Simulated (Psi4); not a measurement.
**C2H7NSi (SMILES C=NC[SiH3]) at B3LYP/6-31G(d) (spherical functions)**

Aim: the energy change on altering one bond length of C2H7NSi at B3LYP/6-31G* (spherical functions), from 2 runs. 

The calculation is run with Psi4 1.11.

2 further runs of the same task are left out: 2 set aside as unsound or not needed.

## Step 1: The system as given

C2H7NSi has 11 atoms, charge 0, and is taken as a singlet. As SMILES, `C=NC[SiH3]`. The coordinates come from a PBE0-D4/def2-TZVP relaxation. This is one conformer, not always the lowest.

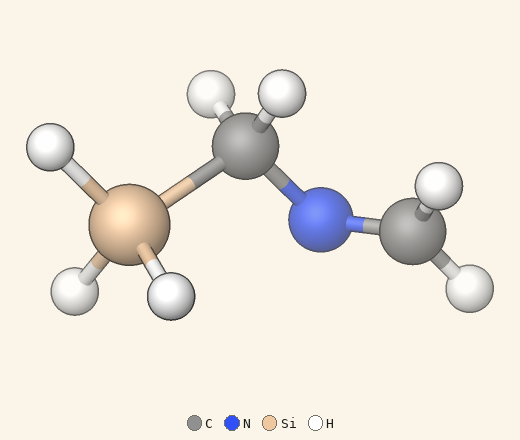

Viewed from a chosen angle; carbon grey, nitrogen blue, silicon light orange, hydrogen white.

## Step 2: Energy and gradient at B3LYP/6-31G(d) (spherical functions)

File job.inp:

```
memory 1600 MB

molecule {
  C
  N 1 1.259154
  C 2 1.436369 1 118.64263
  Si 3 1.892338 2 109.54881 1 -110.82694
  H 1 1.088944 2 119.22832 3 178.40439
  H 1 1.099273 5 117.52066 2 -179.79142
  H 3 1.095352 2 108.99531 1 132.52285
  H 3 1.102332 7 108.03538 2 123.91104
  H 4 1.486521 3 109.51632 7 -179.46645
  H 4 1.484051 9 109.44438 3 121.31105
  H 4 1.488316 10 109.35952 9 -119.45879
  symmetry c1
  no_reorient
  no_com
}

set globals {
  basis 6-31G*
  reference rks
  puream true
  e_convergence 1e-09
  d_convergence 1e-08
  scf_type pk
  dft_radial_points 99
  dft_spherical_points 590
}

energy_value, wavefunction = gradient("b3lyp", return_wfn=True)
oeprop(wavefunction, "MULLIKEN_CHARGES", "WIBERG_LOWDIN_INDICES", "MAYER_INDICES")
```

The run is started by

```sh
$ psi4 -i job.inp -o job.out -n 1
```

job.out:

```text
[...]
  Running in c1 symmetry.
[...]
  Nuclear repulsion =  156.461335807786867
[...]
  Multiplicity = 1
[...]
  Nalpha       = 20
  Nbeta        = 20
[...]
    Number of basis functions: 74
[...]
   @RKS iter   1:  -424.38822494538420   -3.79226e-01   8.79903e-03 DIIS/ADIIS
[...]
   @RKS iter  12:  -424.62890630060127   -7.38964e-13   1.97918e-09 DIIS
[...]
    Orbital Energies [Eh]
    ---------------------
    Doubly Occupied:
       1A    -66.110184     2A    -14.335822     3A    -10.217187
       4A    -10.198799     5A     -5.274529     6A     -3.632254
       7A     -3.632083     8A     -3.631925     9A     -0.926343
      10A     -0.714400    11A     -0.586907    12A     -0.527556
      13A     -0.479196    14A     -0.469745    15A     -0.410660
      16A     -0.368073    17A     -0.344912    18A     -0.340029
      19A     -0.283269    20A     -0.256093
[...]
  @RKS Final Energy:  -424.62890630060127
   => Energetics <=
    Nuclear Repulsion Energy =            156.4613358077868668
    One-Electron Energy =                -892.8285097675984616
    Two-Electron Energy =                 345.0935488578544437
    DFT Exchange-Correlation Energy =     -33.3552811986441711
    Empirical Dispersion Energy =           0.0000000000000000
    VV10 Nonlocal Energy =                  0.0000000000000000
    Total Energy =                       -424.6289063006012725
[...]
 Multipole Moments:
 ------------------------------------------------------------------------------------
     Multipole            Electronic (a.u.)      Nuclear  (a.u.)        Total (a.u.)
 ------------------------------------------------------------------------------------
 L = 1.  Multiply by 2.5417464519 to convert [e a0] to [Debye]
 Dipole X            :          0.5285391           -0.3579431            0.1705959
 Dipole Y            :          1.2980814           -1.7138250           -0.4157436
 Dipole Z            :          0.2111374           -0.5659005           -0.3547631
 Magnitude           :                                                    0.5725405
[...]
  -Total Gradient:
     Atom            X                  Y                   Z
    ------   -----------------  -----------------  -----------------
       1       -0.000106590073    -0.000447721796     0.011107156426
       2       -0.000459097179    -0.007096200961    -0.009820326400
       3       -0.001837814681     0.004397786244    -0.002454504968
       4        0.004319332065     0.000545713468    -0.002205590956
       5        0.000134003622    -0.000976262584     0.001787853140
       6       -0.000272574893     0.000770439387     0.002282120297
       7       -0.001901364716     0.000355962766    -0.000749220849
       8       -0.001239733048     0.001949310138     0.001082431969
       9        0.000518155572     0.000030173443    -0.000107154704
      10        0.000421748724    -0.000063715621    -0.000409233805
      11        0.000421984765     0.000537410784    -0.000512024331
[...]
```

It took 17 s on 1 thread of Intel Xeon 6975P-C (Granite Rapids), shared host; peak memory 0.86 GiB.

## Step 3: The distorted shape: the energy at B3LYP/6-31G(d) (spherical functions)

File job.dat:

```
memory 1.6 GB

molecule mol {
  0 1
  C     -0.506460     1.933152     0.530701
  N     -0.865660     0.776952     0.184801
  C     -0.166060    -0.353148     0.729401
  Si     0.839240    -1.193548    -0.635899
  H     -1.012960     2.797352     0.103601
  H      0.299840     2.122852     1.253401
  H     -0.896960    -1.087548     1.084701
  H      0.498140    -0.097848     1.571301
  H      1.862540    -0.247448    -1.153099
  H     -0.179800    -1.683000    -1.914500
  H      1.522840    -2.386248    -0.065599
  symmetry c1
  no_reorient
  no_com
}

set {
  basis 6-31G*
  puream true
  e_convergence 1e-09
  d_convergence 1e-08
  scf_type pk
  dft_radial_points 99
  dft_spherical_points 590
}

E, wfn = energy("b3lyp", return_wfn=True)
print_variables()
```

The run is started by

```sh
$ psi4 -n 1 job.dat job.out
```

job.out:

```text
[...]
  Running in c1 symmetry.
[...]
  Nuclear repulsion =  155.625971189650386
[...]
  Multiplicity = 1
[...]
  Nalpha       = 20
  Nbeta        = 20
[...]
    Number of basis functions: 74
[...]
   @RKS iter   1:  -424.37548546035072   -4.17737e-01   8.81661e-03 ADIIS/DIIS
[...]
   @RKS iter  12:  -424.61676078972118   -9.66338e-13   2.17577e-09 DIIS
[...]
    Orbital Energies [Eh]
    ---------------------
    Doubly Occupied:
       1A    -66.125328     2A    -14.337290     3A    -10.218756
       4A    -10.202229     5A     -5.285941     6A     -3.643951
       7A     -3.643652     8A     -3.643477     9A     -0.928149
      10A     -0.716631    11A     -0.588512    12A     -0.522907
      13A     -0.480891    14A     -0.471607    15A     -0.411232
      16A     -0.370570    17A     -0.346910    18A     -0.322198
      19A     -0.285509    20A     -0.257522
[...]
  @RKS Final Energy:  -424.61676078972118
   => Energetics <=
    Nuclear Repulsion Energy =            155.6259711896503859
    One-Electron Energy =                -891.0346641139258281
    Two-Electron Energy =                 344.1074977740420877
    DFT Exchange-Correlation Energy =     -33.3155656394878363
    Empirical Dispersion Energy =           0.0000000000000000
    VV10 Nonlocal Energy =                  0.0000000000000000
    Total Energy =                       -424.6167607897211838
[...]
 Multipole Moments:
 ------------------------------------------------------------------------------------
     Multipole            Electronic (a.u.)      Nuclear  (a.u.)        Total (a.u.)
 ------------------------------------------------------------------------------------
 L = 1.  Multiply by 2.5417464519 to convert [e a0] to [Debye]
 Dipole X            :         -6.7213803            7.0831848            0.3618045
 Dipole Y            :          4.6973849           -4.4840782            0.2133067
 Dipole Z            :         -0.9872444            1.5711920            0.5839476
 Magnitude           :                                                    0.7193032
[...]
```

It took 14 s on 1 thread of Intel Xeon 6975P-C (Granite Rapids), shared host; peak memory 0.86 GiB.

## Step 4: Summary of results

Level: B3LYP/6-31G* (spherical functions).

```
                                                           quantity          value
                                          first shape: total energy  -424.62891 Eh
                                         first shape: dipole moment         1.46 D
                                           first shape: HOMO energy       -6.97 eV
                                           first shape: LUMO energy       -0.23 eV
                                         first shape: HOMO–LUMO gap        6.74 eV
                              first shape: largest force on an atom     0.623 eV/Å
                                      distorted shape: total energy  -424.61676 Eh
                                     distorted shape: dipole moment         1.83 D
                                       distorted shape: HOMO energy       -7.01 eV
                                       distorted shape: LUMO energy       -0.27 eV
                                     distorted shape: HOMO–LUMO gap        6.74 eV
energy change with the Si4–H10 bond stretched from 1.484 to 1.707 Å       0.330 eV
```

What this shows: With the Si4–H10 bond stretched from 1.484 to 1.707 Å the energy rises by 0.33 eV (7.6 kcal/mol). The first shape isn't relaxed at this level, so the change isn't measured from a minimum. The largest force (first shape) is 0.62 eV/Å: the shape isn't a stationary point for this species at this level. Mulliken charges (first shape) run from -0.35 on C3 to +0.36 on Si4.
